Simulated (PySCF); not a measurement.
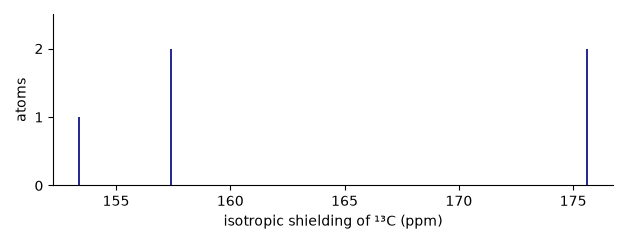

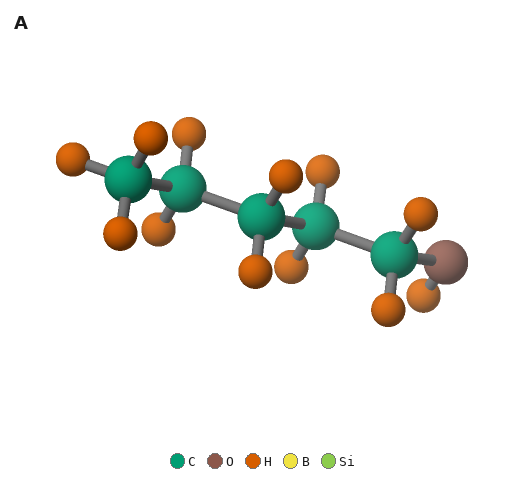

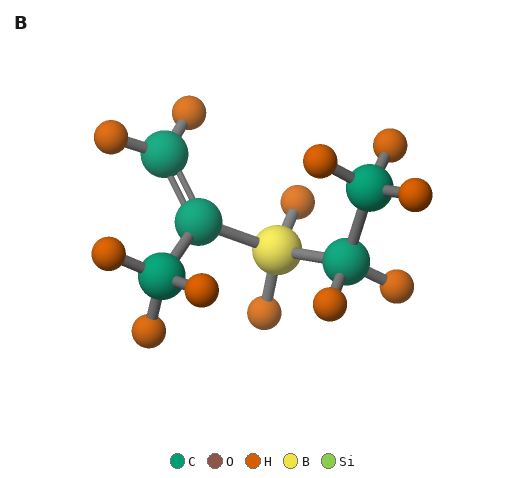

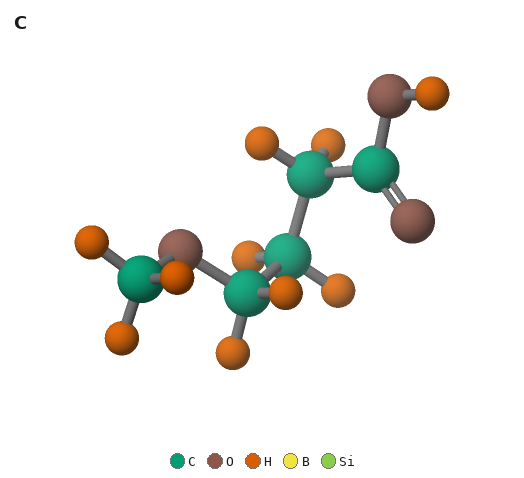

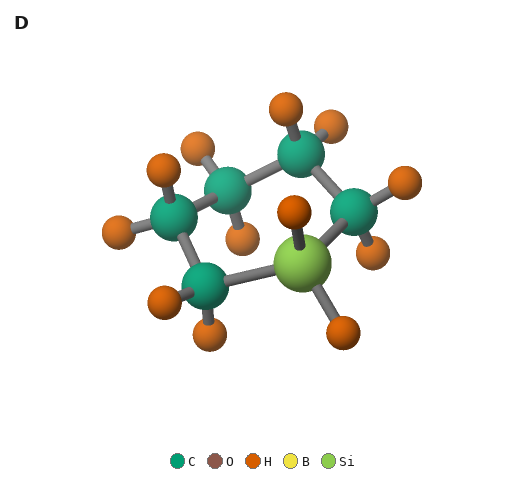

The sticks are computed shieldings of one of the molecules, for one fixed geometry (GFN2-xTB) without averaging over rotations. Low shielding means a high chemical shift. Method: GIAO PBE0/pcSseg-1 NMR shielding, non-relativistic, gas phase (PySCF 2.14.0).

Match the spectrum to a structure.

Answer. D, `C1CC[SiH2]CC1`. Its 5 C atoms give lines at 153.4, 157.4 (2 atoms), 175.6 (2 atoms) ppm.

The geometry is semi-empirical. Around Si such bond lengths and angles can be off by a tenth of an ångström or more and by several degrees, and values that hang on the shape move with them.
